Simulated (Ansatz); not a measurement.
# USVWN5/STO-3G run of GeH3 (SMILES [GeH3])

What is the energy change on altering one bond length of GeH3 at USVWN5/STO-3G? 

Program for the calculation: Ansatz 0.2.0.

27 further runs of the same task are left out: 1 that didn't finish, 26 set aside as unsound or not needed.

## 1. The structure to begin with

GeH3 has 4 atoms, charge 0, and is taken as a doublet. SMILES: `[GeH3]`. The coordinates come from a PBE0-D4/def2-TZVP relaxation.

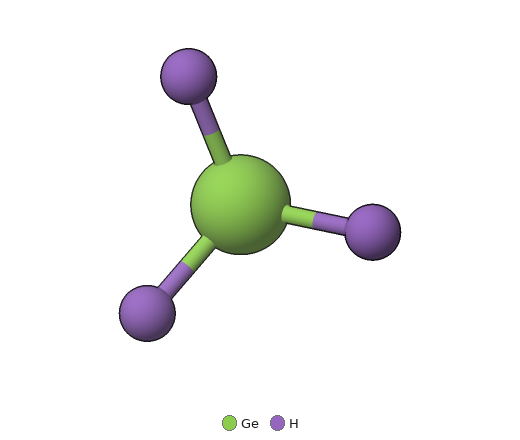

The structure, seen from a chosen angle (germanium green, hydrogen purple).

## 2. The energy at USVWN5/STO-3G

Contents of run.yaml:

```yaml
crystal:
  periodic: [false, false, false]
  atoms:
    - {symbol: Ge, position_ang: [0.214600, -0.125900, -0.249400]}
    - {symbol: H, position_ang: [1.055000, 0.109600, 1.018300]}
    - {symbol: H, position_ang: [-0.882800, -1.175900, -0.000100]}
    - {symbol: H, position_ang: [-0.386800, 1.192200, -0.768800]}
basis:
  gaussian:
    orbitals: STO-3G
magnetization:
  spin_polarized: true
  initial_magnetization: 1
hamiltonian:
  xc: {name: SVWN5}
accuracy: high
```

Run with:

```
$ ansatz run run.yaml --threads 1 --pin off --max-ram 2610MiB --events-out events.jsonl --progress --plain --runs-dir runs
```

What it wrote:

```text
Warning: RAYON_NUM_THREADS=1 ignored (pool sized by the plan → 1); use --threads N
Functional definition: SVWN5
  name "SVWN5"
  exchange = slater_x
  correlation = vwn5_c
263 factors; integrals over basis functions are off by at most 1.2e-8 eV
mean field evaluation 1: about -55764.3423 eV, gradient 1.2e2 eV
mean field evaluation 2: about -55805.2058 eV, gradient 4.0e1 eV
mean field evaluation 4: about -55820.2809 eV, gradient 4.4e0 eV
mean field evaluation 8: about -55820.4818 eV, gradient 1.9e-1 eV
mean field evaluation 16: about -55820.4825 eV, gradient 7.9e-6 eV
mean field -55820.48245313 eV, -2051.3648936704 hartree, gradient 6.8e-9 eV, S^2 0.750986; 2 other end points of the search recorded, 0 dependent functions left out
reference -55820.48245471 eV, -2051.3648937287 hartree; 18, 17 occupied and 3, 4 virtual orbitals, 263 factors
Total energy: -55820.48245471 eV, -2051.3648937287 hartree
```

It took 0.95 s on 1 thread of Arm Neoverse V1, shared host; peak memory 0.096 GiB.

## 3. The distorted shape, same level

Contents of in.yaml:

```yaml
crystal:
  periodic: [false, false, false]
  atoms:
    - {symbol: Ge, position_ang: [0.364957, -0.455440, -0.119544]}
    - {symbol: H, position_ang: [1.205357, -0.219940, 1.148156]}
    - {symbol: H, position_ang: [-0.732443, -1.505440, 0.129756]}
    - {symbol: H, position_ang: [-0.386800, 1.192200, -0.768800]}
basis:
  gaussian: {orbitals: STO-3G}
magnetization: {spin_polarized: true, initial_magnetization: 1}
hamiltonian: {xc: {name: SVWN5}}
accuracy: high
```

Run with:

```
$ ansatz run in.yaml --threads 1 --pin off --max-ram 2610MiB --events-out events.jsonl --progress --plain --runs-dir runs
```

What it wrote:

```text
Warning: RAYON_NUM_THREADS=1 ignored (pool sized by the plan → 1); use --threads N
[... 4 set-up lines as earlier in the session ...]
259 factors; integrals over basis functions are off by at most 1.5e-8 eV
mean field evaluation 1: about -55657.6697 eV, gradient 1.7e2 eV
mean field evaluation 2: about -55784.8537 eV, gradient 4.4e1 eV
mean field evaluation 4: about -55818.2173 eV, gradient 8.6e0 eV
mean field evaluation 8: about -55819.0357 eV, gradient 2.4e0 eV
mean field evaluation 16: about -55819.0666 eV, gradient 8.9e-4 eV
mean field evaluation 32: about -55816.6578 eV, gradient 1.4e1 eV
mean field -55819.06656330 eV, -2051.3128606789 hartree, gradient 2.3e-8 eV, S^2 0.751088; 2 other end points of the search recorded, 0 dependent functions left out
reference -55819.06656492 eV, -2051.3128607386 hartree; 18, 17 occupied and 3, 4 virtual orbitals, 259 factors
Total energy: -55819.06656492 eV, -2051.3128607386 hartree
```

Run time: 0.99 s. Hardware: 1 thread of Arm Neoverse V1, shared host; peak memory 0.096 GiB.

## 4. What came out

Level: USVWN5/STO-3G.

| quantity | value |
| --- | --- |
| first shape: total energy | -2051.36489 Eh |
| first shape: ⟨S²⟩ | 0.751 |
| distorted shape: total energy | -2051.31286 Eh |
| distorted shape: ⟨S²⟩ | 0.751 |
| energy change with the Ge1–H4 bond stretched from 1.539 to 1.924 Å | 1.416 eV |

What this shows: With the Ge1–H4 bond stretched from 1.539 to 1.924 Å the energy rises by 1.42 eV (137 kJ/mol). The first shape isn't relaxed at this level, so the change isn't measured from a minimum. The minimal basis adds a large error of its own.
